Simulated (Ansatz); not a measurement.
# CH5FGe (SMILES [CH3][GeH2][F]): a chain of runs, part 2 of 2

Ansatz 0.2.0.

## (4) A single-point energy at wB97X/6-31G(d,p) (Cartesian functions) (run 3)

job.yaml reads:

```yaml
crystal:
  periodic: [false, false, false]
  atoms:
    - {symbol: C, position_ang: [-0.649506, 0.745478, -0.308002]}
    - {symbol: Ge, position_ang: [0.400697, -0.798839, 0.243595]}
    - {symbol: F, position_ang: [1.381240, -0.277940, 1.647363]}
    - {symbol: H, position_ang: [-1.284786, 0.494708, -1.164917]}
    - {symbol: H, position_ang: [0.009157, 1.572076, -0.592493]}
    - {symbol: H, position_ang: [-1.289606, 1.082847, 0.513309]}
    - {symbol: H, position_ang: [1.403696, -1.264765, -0.841053]}
    - {symbol: H, position_ang: [-0.474736, -1.978281, 0.735660]}
basis:
  gaussian:
    orbitals: 6-31G_st__st_.json
output:
  orbitals: {seedname: orbitals}
hamiltonian:
  xc: {name: wB97X}
magnetization:
  spin_polarized: false
```

The basis set 6-31G** is read from a file made from the Basis Set Exchange's data (not shown).

On the command line:

```bash
$ ansatz run job.yaml --threads 1 --pin off --max-ram 2610MiB --events-out events.jsonl --progress --plain --runs-dir runs
```

Log:

```text
Warning: RAYON_NUM_THREADS=1 ignored (pool sized by the plan → 1); use --threads N
Functional definition: wB97X
  name "wB97X"
  parameter omega = 0.3/bohr
  parameter cx = 0.157706
  parameter cx1 = 0.726479
  parameter cx2 = 1.04760
  parameter cx3 = -5.70635
  parameter cx4 = 13.2794
  parameter css1 = -4.33879
  parameter css2 = 18.2308
  parameter css3 = -31.7430
  parameter css4 = 17.2901
  parameter cos1 = 2.37031
  parameter cos2 = -11.3995
  parameter cos3 = 6.58405
  parameter cos4 = -3.78132
  exchange = spin_sum(e_x_unif_sr(omega)*poly(b97_u_x, 1 - cx, cx1, cx2, cx3, cx4)) + cx*exact_x_sr(omega)
      + exact_x_lr(omega)
  correlation = spin_sum(e_c_pw_same_spin*poly(b97_u_same, 1, css1, css2, css3, css4))
      + integral(e_c_pw_opposite_spin*poly(b97_u_opposite, 1, cos1, cos2, cos3, cos4))
837 factors; integrals over basis functions are off by at most 8.8e-4 eV
189 factors; integrals over basis functions are off by at most 5.3e-6 eV
mean field evaluation 1: about -60344.4150 eV, gradient 4.1e1 eV
mean field evaluation 2: about -60344.3990 eV, gradient 4.6e1 eV
mean field evaluation 4: about -60347.3833 eV, gradient 1.2e0 eV
mean field evaluation 8: about -60347.4207 eV, gradient 9.2e-2 eV
mean field evaluation 16: about -60347.4208 eV, gradient 1.9e-5 eV
mean field -60347.42075099 eV, -2217.7268076481 hartree, gradient 1.9e-5 eV, S^2 0.000000; 0 other end points of the search recorded, 0 dependent functions left out
reference -60347.42072031 eV, -2217.7268065204 hartree; 26, 26 occupied and 64, 64 virtual orbitals, 837 factors
Total energy: -60347.42072031 eV, -2217.7268065204 hartree
```

Run time: 2.8 s. Hardware: 1 thread of AMD EPYC 9R45 (Zen 5), shared host; peak memory 0.23 GiB.

## (5) The doublet cation: the energy at U-wB97X/6-31G(d,p) (Cartesian functions) (run 4)

molecule.yaml reads:

```yaml
crystal:
  periodic: [false, false, false]
  atoms:
    - symbol: C
      position_ang: [-0.649506, 0.745478, -0.308002]
    - symbol: Ge
      position_ang: [0.400697, -0.798839, 0.243595]
    - symbol: F
      position_ang: [1.381240, -0.277940, 1.647363]
    - symbol: H
      position_ang: [-1.284786, 0.494708, -1.164917]
    - symbol: H
      position_ang: [0.009157, 1.572076, -0.592493]
    - symbol: H
      position_ang: [-1.289606, 1.082847, 0.513309]
    - symbol: H
      position_ang: [1.403696, -1.264765, -0.841053]
    - symbol: H
      position_ang: [-0.474736, -1.978281, 0.735660]
basis:
  gaussian: {orbitals: 6-31G_st__st_.json}
total_charge: 1
magnetization: {spin_polarized: true, initial_magnetization: 1}
hamiltonian: {xc: {name: wB97X}}
```

The basis set 6-31G** is read from a file made from the Basis Set Exchange's data (not shown).

On the command line:

```bash
$ ansatz run molecule.yaml --threads 1 --pin off --max-ram 2610MiB --events-out events.jsonl --progress --plain --runs-dir runs
```

Log:

```text
Warning: RAYON_NUM_THREADS=1 ignored (pool sized by the plan → 1); use --threads N
[... 17 set-up lines as earlier in the session ...]
      + exact_x_lr(omega)
[... 1 set-up line as earlier in the session ...]
      + integral(e_c_pw_opposite_spin*poly(b97_u_opposite, 1, cos1, cos2, cos3, cos4))
837 factors; integrals over basis functions are off by at most 8.8e-4 eV
189 factors; integrals over basis functions are off by at most 5.3e-6 eV
mean field evaluation 1: about -60324.6884 eV, gradient 5.3e1 eV
mean field evaluation 2: about -60302.8304 eV, gradient 9.5e1 eV
mean field evaluation 4: about -60335.4214 eV, gradient 4.4e0 eV
mean field evaluation 8: about -60335.5571 eV, gradient 4.7e-1 eV
mean field evaluation 16: about -60335.5627 eV, gradient 2.7e-3 eV
mean field evaluation 32: about -60336.0152 eV, gradient 1.4e-5 eV
mean field -60336.01520410 eV, -2217.3076615307 hartree, gradient 1.6e-5 eV, S^2 0.758235; 2 other end points of the search recorded, 0 dependent functions left out
reference -60336.01517495 eV, -2217.3076604595 hartree; 26, 25 occupied and 64, 65 virtual orbitals, 837 factors
Total energy: -60336.01517495 eV, -2217.3076604595 hartree
```

Wall time 11 s (1 thread of AMD EPYC 9R45 (Zen 5), shared host); peak memory 0.36 GiB.

## (6) The doublet cation: a structure relaxation at UPBE0/LANL2DZ (core potential) (run 5)

in.yaml reads:

```yaml
crystal:
  periodic: [false, false, false]
  atoms:
    - {symbol: C, position_ang: [-0.649506, 0.745478, -0.308002]}
    - {symbol: Ge, position_ang: [0.400697, -0.798839, 0.243595]}
    - {symbol: F, position_ang: [1.381240, -0.277940, 1.647363]}
    - {symbol: H, position_ang: [-1.284786, 0.494708, -1.164917]}
    - {symbol: H, position_ang: [0.009157, 1.572076, -0.592493]}
    - {symbol: H, position_ang: [-1.289606, 1.082847, 0.513309]}
    - {symbol: H, position_ang: [1.403696, -1.264765, -0.841053]}
    - {symbol: H, position_ang: [-0.474736, -1.978281, 0.735660]}
basis:
  gaussian: {orbitals: LANL2DZ.json}
magnetization: {spin_polarized: true, initial_magnetization: 1}
relax: {}
total_charge: 1
hamiltonian: {xc: {name: PBE0}}
```

The basis set LANL2DZ is read from a file made from the Basis Set Exchange's data (not shown).

On the command line:

```bash
$ ansatz run in.yaml --threads 1 --pin off --max-ram 2610MiB --events-out events.jsonl --progress --plain --runs-dir runs
```

Log:

```text
Warning: RAYON_NUM_THREADS=1 ignored (pool sized by the plan → 1); use --threads N
[... 8 set-up lines as earlier in the session ...]
468 factors; integrals over basis functions are off by at most 3.0e-4 eV
mean field evaluation 1: about -3907.6339 eV, gradient 5.7e1 eV
mean field evaluation 2: about -3823.6830 eV, gradient 1.5e2 eV
mean field evaluation 4: about -3920.7485 eV, gradient 2.3e1 eV
mean field evaluation 8: about -3923.1099 eV, gradient 3.2e-1 eV
mean field evaluation 16: about -3923.2258 eV, gradient 2.2e0 eV
mean field evaluation 32: about -3923.1439 eV, gradient 4.9e0 eV
mean field -3923.48636988 eV, -144.1854646586 hartree, gradient 6.3e-6 eV, S^2 0.755996; 2 other end points of the search recorded, 0 dependent functions left out
the calculation of the forces begins
reference -3923.48639121 eV, -144.1854654424 hartree; 12, 11 occupied and 24, 25 virtual orbitals, 468 factors
relax step   1: F+E_penalty+E_count = -3923.48636988 eV  Δ(F+E_penalty+E_count) = +0.000e0 eV  max|allowed force component| = 2.982e0 eV/Å  Δτ_max = 0.0000 Å  (103 SCF iters, accepted)
these checks for a lower state are left out or cut short: starts, cluster_reference, orbital_swaps, neighbouring_geometries, increment
468 factors; integrals over basis functions are off by at most 3.0e-4 eV
mean field -3923.99125739 eV, -144.2040189321 hartree, gradient 9.2e-6 eV, S^2 0.754428; 0 other end points of the search recorded, 0 dependent functions left out
the calculation of the forces begins
reference -3923.99127910 eV, -144.2040197302 hartree; 12, 11 occupied and 24, 25 virtual orbitals, 468 factors
relax step   2: F+E_penalty+E_count = -3923.99125739 eV  Δ(F+E_penalty+E_count) = -5.049e-1 eV  max|allowed force component| = 2.096e0 eV/Å  Δτ_max = 0.1920 Å  (39 SCF iters, accepted)
these checks for a lower state are left out or cut short: starts, cluster_reference, orbital_swaps, neighbouring_geometries, increment
468 factors; integrals over basis functions are off by at most 3.1e-4 eV
mean field -3924.25799194 eV, -144.2138212461 hartree, gradient 2.4e-5 eV, S^2 0.752829; 0 other end points of the search recorded, 0 dependent functions left out
the calculation of the forces begins
reference -3924.25801446 eV, -144.2138220739 hartree; 12, 11 occupied and 24, 25 virtual orbitals, 468 factors
relax step   3: F+E_penalty+E_count = -3924.25799194 eV  Δ(F+E_penalty+E_count) = -2.667e-1 eV  max|allowed force component| = 7.587e-1 eV/Å  Δτ_max = 0.1777 Å  (35 SCF iters, accepted)
these checks for a lower state are left out or cut short: starts, cluster_reference, orbital_swaps, neighbouring_geometries, increment
468 factors; integrals over basis functions are off by at most 3.2e-4 eV
mean field -3924.29429098 eV, -144.2151552113 hartree, gradient 1.8e-5 eV, S^2 0.752830; 0 other end points of the search recorded, 0 dependent functions left out
the calculation of the forces begins
reference -3924.29431339 eV, -144.2151560349 hartree; 12, 11 occupied and 24, 25 virtual orbitals, 468 factors
relax step   4: F+E_penalty+E_count = -3924.29429098 eV  Δ(F+E_penalty+E_count) = -3.630e-2 eV  max|allowed force component| = 5.972e-1 eV/Å  Δτ_max = 0.0370 Å  (32 SCF iters, accepted)
these checks for a lower state are left out or cut short: starts, cluster_reference, orbital_swaps, neighbouring_geometries, increment
468 factors; integrals over basis functions are off by at most 3.2e-4 eV
mean field evaluation 64: about -3924.0215 eV, gradient 7.5e0 eV
mean field -3924.18367879 eV, -144.2110902882 hartree, gradient 1.4e-5 eV, S^2 0.752608; 0 other end points of the search recorded, 0 dependent functions left out
the calculation of the forces begins
reference -3924.18370147 eV, -144.2110911219 hartree; 12, 11 occupied and 24, 25 virtual orbitals, 468 factors
relax step   5: F+E_penalty+E_count = -3924.18367879 eV  Δ(F+E_penalty+E_count) = +1.106e-1 eV  max|allowed force component| = 1.531e0 eV/Å  Δτ_max = 0.1377 Å  (31 SCF iters, rejected (line search))
these checks for a lower state are left out or cut short: starts, cluster_reference, orbital_swaps, neighbouring_geometries, increment
468 factors; integrals over basis functions are off by at most 3.2e-4 eV
mean field -3924.31007514 eV, -144.2157352684 hartree, gradient 2.0e-5 eV, S^2 0.752603; 0 other end points of the search recorded, 0 dependent functions left out
the calculation of the forces begins
reference -3924.31009772 eV, -144.2157360984 hartree; 12, 11 occupied and 24, 25 virtual orbitals, 468 factors
relax step   6: F+E_penalty+E_count = -3924.31007514 eV  Δ(F+E_penalty+E_count) = -1.578e-2 eV  max|allowed force component| = 1.976e-1 eV/Å  Δτ_max = 0.0434 Å  (31 SCF iters, accepted)
these checks for a lower state are left out or cut short: starts, cluster_reference, orbital_swaps, neighbouring_geometries, increment
468 factors; integrals over basis functions are off by at most 3.2e-4 eV
mean field -3924.31334479 eV, -144.2158554260 hartree, gradient 1.4e-5 eV, S^2 0.752676; 0 other end points of the search recorded, 0 dependent functions left out
the calculation of the forces begins
reference -3924.31336724 eV, -144.2158562510 hartree; 12, 11 occupied and 24, 25 virtual orbitals, 468 factors
relax step   7: F+E_penalty+E_count = -3924.31334479 eV  Δ(F+E_penalty+E_count) = -3.270e-3 eV  max|allowed force component| = 8.535e-2 eV/Å  Δτ_max = 0.0810 Å  (31 SCF iters, accepted)
these checks for a lower state are left out or cut short: starts, cluster_reference, orbital_swaps, neighbouring_geometries, increment
468 factors; integrals over basis functions are off by at most 3.2e-4 eV
mean field -3924.31486040 eV, -144.2159111236 hartree, gradient 1.2e-5 eV, S^2 0.752651; 0 other end points of the search recorded, 0 dependent functions left out
the calculation of the forces begins
reference -3924.31488291 eV, -144.2159119509 hartree; 12, 11 occupied and 24, 25 virtual orbitals, 468 factors
relax step   8: F+E_penalty+E_count = -3924.31486040 eV  Δ(F+E_penalty+E_count) = -1.516e-3 eV  max|allowed force component| = 3.171e-2 eV/Å  Δτ_max = 0.0441 Å  (32 SCF iters, accepted)
these checks for a lower state are left out or cut short: starts, cluster_reference, orbital_swaps, neighbouring_geometries, increment
468 factors; integrals over basis functions are off by at most 3.2e-4 eV
mean field evaluation 96: about -3924.3150 eV, gradient 1.5e-5 eV
mean field -3924.31496878 eV, -144.2159151066 hartree, gradient 1.5e-5 eV, S^2 0.752660; 0 other end points of the search recorded, 0 dependent functions left out
the calculation of the forces begins
reference -3924.31499130 eV, -144.2159159340 hartree; 12, 11 occupied and 24, 25 virtual orbitals, 468 factors
relax step   9: F+E_penalty+E_count = -3924.31496878 eV  Δ(F+E_penalty+E_count) = -1.084e-4 eV  max|allowed force component| = 9.719e-3 eV/Å  Δτ_max = 0.0043 Å  (25 SCF iters, accepted)
468 factors; integrals over basis functions are off by at most 3.2e-4 eV
mean field -3924.31496878 eV, -144.2159151066 hartree, gradient 1.5e-5 eV, S^2 0.752660; 1 other end points of the search recorded, 0 dependent functions left out
the calculation of the forces begins
reference -3924.31499130 eV, -144.2159159340 hartree; 12, 11 occupied and 24, 25 virtual orbitals, 468 factors
Total energy: -3924.31499130 eV, -144.2159159340 hartree
Atom 0 at    -0.716408     0.851896    -0.339184 Å, force     0.007432    -0.008353     0.005069 eV/Å
Atom 1 at     0.517415    -0.999665     0.292153 Å, force    -0.003315     0.009719     0.000322 eV/Å
Atom 2 at     1.305378    -0.165921     1.602348 Å, force     0.001406     0.001311     0.002266 eV/Å
Atom 3 at    -1.261812     0.415904    -1.180482 Å, force    -0.003743    -0.004115    -0.006372 eV/Å
Atom 4 at     0.105948     1.534954    -0.561759 Å, force     0.004681     0.004211    -0.001682 eV/Å
Atom 5 at    -1.261064     1.017450     0.592657 Å, force    -0.003702     0.001026     0.005275 eV/Å
Atom 6 at     1.419183    -1.154656    -0.942042 Å, force    -0.000587    -0.001607    -0.003175 eV/Å
Atom 7 at    -0.612484    -1.924679     0.769770 Å, force    -0.002172    -0.002192    -0.001704 eV/Å
Dipole moment:    -0.605546    -0.027551    -0.731022 e Å
```

It took 10 s on 1 thread of AMD EPYC 9R45 (Zen 5), shared host; peak memory 0.16 GiB.

Step by step:

```csv
step,energy from the first frame kept (eV),largest force (eV/Å)
1,0.0000,3.6726
2,-0.5049,2.5027
3,-0.7716,1.0195
4,-0.8079,0.7832
5,-0.6973,1.9483
6,-0.8237,0.2218
7,-0.8270,0.1088
8,-0.8285,0.0378
9,-0.8286,0.0123
```

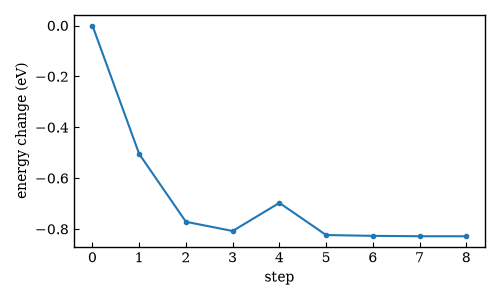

Energy along the run.

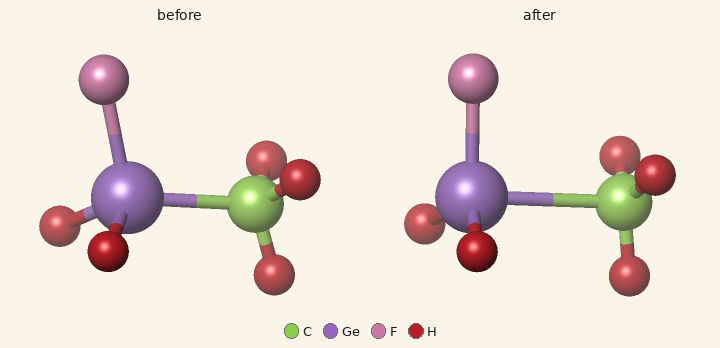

Before and after, at one scale.

After the run. Bond lengths: C1–Ge2 2.313 Å, Ge2–F3 1.741 Å, C1–H4 1.093 Å, C1–H5 1.092 Å, C1–H6 1.092 Å, Ge2–H7 1.536 Å, Ge2–H8 1.536 Å. Some angles: C1–Ge2–F3 93.6°, C1–Ge2–H7 100.1°, C1–Ge2–H8 100.1°, F3–Ge2–H7 112.8°, F3–Ge2–H8 112.8°, Ge2–C1–H4 99.0°, Ge2–C1–H5 98.9°, Ge2–C1–H6 98.9°, H7–Ge2–H8 128.4°, H4–C1–H5 117.9°.

## (7) Results

The summary covers parts 1 to 2.

| quantity | value |
| --- | --- |
| run 1, PBE0/LANL2DZ: total energy at the end | -144.61016 Eh |
| run 1, PBE0/LANL2DZ: dipole moment | 3.17 D |
| run 2, PBE0/LANL2DZ: largest force on an atom | 0.004 eV/Å |
| run 2, PBE0/LANL2DZ: lowest harmonic wavenumber | 137 cm⁻¹ |
| run 2, PBE0/LANL2DZ: highest harmonic wavenumber | 3201 cm⁻¹ |
| run 2, PBE0/LANL2DZ: zero-point energy | 144.9 kJ/mol |
| run 3, wB97X/6-31G**: total energy | -2217.72681 Eh |
| run 3, wB97X/6-31G**: HOMO energy | -11.26 eV |
| run 3, wB97X/6-31G**: LUMO energy | 2.48 eV |
| run 3, wB97X/6-31G**: HOMO–LUMO gap | 13.74 eV |
| doublet cation, run 4: total energy | -2217.30766 Eh |
| doublet cation, run 4: ⟨S²⟩ | 0.758 |
| doublet cation, run 5: total energy at the end | -144.21592 Eh |
| doublet cation, run 5: ⟨S²⟩ | 0.753 |
| vertical ionisation energy (to the doublet cation), wB97X/6-31G** | 11.406 eV |
| adiabatic ionisation energy (to the doublet cation, no zero-point term), PBE0/LANL2DZ | 10.728 eV |

In words: At wB97X/6-31G**: removing an electron at fixed nuclei costs 11.41 eV (1100 kJ/mol). −ε(HOMO) before ionisation, 11.26 eV, is 0.15 eV below this ionisation energy. At PBE0/LANL2DZ: the adiabatic ionisation energy (to the doublet cation, no zero-point term) is 10.73 eV (247 kcal/mol). The optimisation (run 1, PBE0/LANL2DZ) took 5 steps and changed the energy by -0.393 eV. Mulliken charges (run 1, PBE0/LANL2DZ) run from -0.97 on C1 to +0.88 on Ge2. All 18 modes (run 2, PBE0/LANL2DZ) are real, so the shape is a minimum at this level.
